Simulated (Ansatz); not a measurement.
The starting structures come from a database of crystals and need not be the phases stable at ambient conditions.

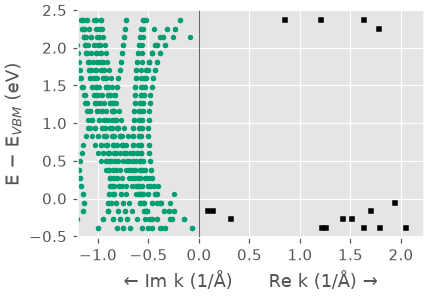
*Complex bands at the centre of the two-dimensional zone; r2SCAN (Ansatz, an electronic-structure program)*

The gap is the functional's own. No spin-orbit coupling. Mid-gap values are interpolated on the energy grid.

This is ZnPdF$_{6}$ (R-3, not sure to be the ambient phase, 8 atoms a cell, 12.0 Å³ an atom) along the normal of (100). Read off the slowest decay at the centre of the two-dimensional zone at 1.04 eV, the computed energy nearest the middle of the gap.

κ ≈ 0.50 1/Å, a decay length 1/(2κ) of the density of 1.0 Å.
